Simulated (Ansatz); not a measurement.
## Fields on a plane of TeO2 (space group P4_12_12)

```yaml
crystal:
  lattice:
    - [4.84471, 0.00000, 0.00000]
    - [0.00000, 4.84471, 0.00000]
    - [0.00000, 0.00000, 7.70365]
  atoms:
    - { symbol: Te, position: [0.97008, 0.97008, 0.50000] }
    - { symbol: Te, position: [0.52992, 0.47008, 0.75000] }
    - { symbol: Te, position: [0.02992, 0.02992, 0.00000] }
    - { symbol: Te, position: [0.47008, 0.52992, 0.25000] }
    - { symbol: O, position: [0.73804, 0.86112, 0.31598] }
    - { symbol: O, position: [0.63888, 0.23804, 0.56598] }
    - { symbol: O, position: [0.26196, 0.13888, 0.81598] }
    - { symbol: O, position: [0.36112, 0.76196, 0.06598] }
    - { symbol: O, position: [0.23804, 0.63888, 0.43402] }
    - { symbol: O, position: [0.13888, 0.26196, 0.18402] }
    - { symbol: O, position: [0.76196, 0.36112, 0.93402] }
    - { symbol: O, position: [0.86112, 0.73804, 0.68402] }
```

The slice is a (010) plane (indices of the conventional cell) through the point (0.470, 0.530, 0.250) (fractional), spanned by u = [100] and v = [001] in vectors of this cell: u (4.84 Å) and v (7.70 Å, at 90° to u). It covers one period; positions are fractions (u, v).

Atoms on it: Te at (0.00, 0.00). Other atoms lie within 1 Å of the plane.

Calculation: r2SCAN (plane waves to 500 eV, PAW, scalar-relativistic; Ansatz, a first-principles code). k mesh 6×6×4. Near the nuclei the fields are pseudised (PAW); where an atom keeps semicore shells as valence, they peak there. Spin-orbit coupling is left out, though Te is heavy. TeO2 was relaxed with its symmetry unable to fall.

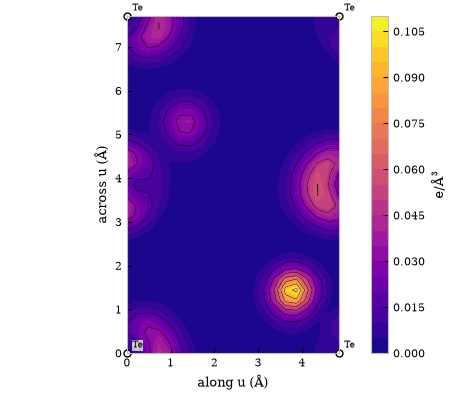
*Density of the highest valence band (whole band, smooth part) in e/Å³, one period of the plane, atoms marked. *

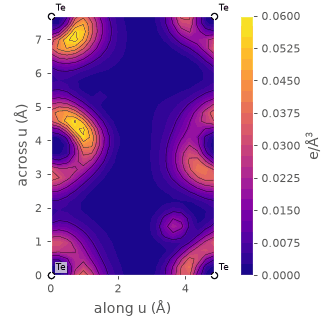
Fig. 1. Density of the lowest conduction band (whole band as if filled, smooth part) in e/Å³, one period of the plane, atoms marked.
